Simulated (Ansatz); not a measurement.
System: Cl3HOZr···PH3.

```xyz
10

Zr   -0.2403    0.2411   -0.1164
O    -0.3231    0.1784    1.7873
H    -0.3896    0.1213    2.7531
Cl    2.0089    0.4379   -0.8378
Cl   -1.4406    2.1433   -0.8432
Cl   -1.2496   -1.6913   -1.0457
P     1.8637   -3.1853    1.5321
H     0.7606   -3.4115    0.6334
H     2.5317   -2.3157    0.5979
H     1.1940   -2.0820    2.1738
```

Core potentials replace the inner electrons of Zr.

Level of theory: Ansatz 0.2.0, RKS BLYP-D4/def2-SVP.

> Predict the electron density and electron localisation function between the atoms.

Zr1···H10 (3.56 Å): the density falls to about 0.03 e/Å³ on the way; the ELF dips to about 0 between them; a non-bonded, intermolecular contact.
Zr–O (1.91 Å): ρ is about 0.92 e/Å³ halfway; the ELF peaks at about 0.85 in the valence shell of O, 0.5 Å from its nucleus, and drops to about 0.20 between the two atoms.
Zr–Cl (2.36 Å): ρ at the midpoint is about 0.56 e/Å³; the ELF peaks at about 0.85 in the valence shell of Cl, 0.8 Å from its nucleus, and is about 0.35 at the midpoint.
O–H (0.97 Å): ρ at the midpoint is about 3.6 e/Å³; the ELF climbs to about 1 towards the hydrogen, as it does in any bond to H: a covalent bond by its length.

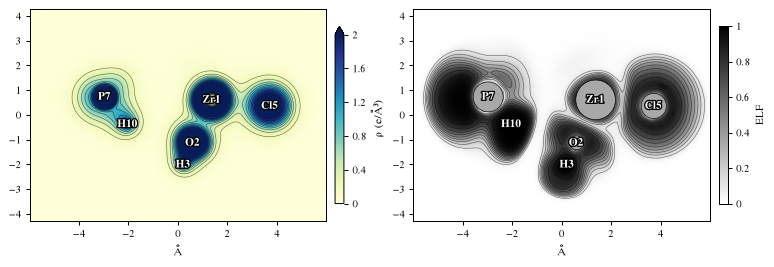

Computed electron density and electron localisation function on the plane of atoms O2, Zr1 and Cl5, in this order. Grey discs cover the atomic cores in the ELF map. 
